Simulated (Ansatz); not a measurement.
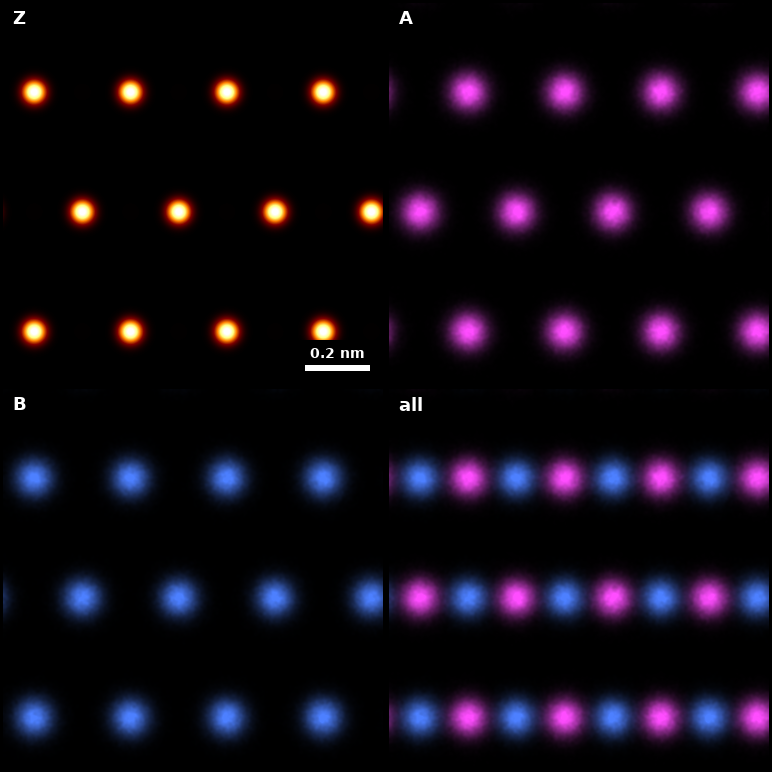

Li$_{2}$TlB (P6/mmm, No. 191) along [101]. Panel Z: Simulation: incoherent imaging, intensity Z^1.8 per atom, probe width 0.57 Å, thin sample. The other panels are simulated element maps (the number of atoms of one element along the beam, blurred by 0.9 Å, with counting noise; each on its own scale, no channelling); the last overlays them. Model: the input geometry of a calculation; the starting structure was generated, so it need not be a known form of this composition.

```cif
data_structure
_symmetry_space_group_name_H-M 'P 1'
_symmetry_Int_Tables_number 1
_cell_length_a 4.3665
_cell_length_b 4.3665
_cell_length_c 4.2421
_cell_angle_alpha 90.000
_cell_angle_beta 90.000
_cell_angle_gamma 120.000
_cell_volume 70.05
loop_
_atom_site_label
_atom_site_type_symbol
_atom_site_fract_x
_atom_site_fract_y
_atom_site_fract_z
_atom_site_occupancy
Li1 Li 0.33333 0.66667 0.50000 1
Li2 Li 0.66667 0.33333 0.50000 1
Tl1 Tl 0.00000 0.00000 0.00000 1
B1 B 0.00000 0.00000 0.50000 1
```

**Which element does each lettered map show?**

B, B: Tl. The projected cell (3.04 × 4.08 Å, 112°) holds 4 columns: 2 of Li, 1 of Tl and 1 of B. No column is shared by two of the mapped elements.
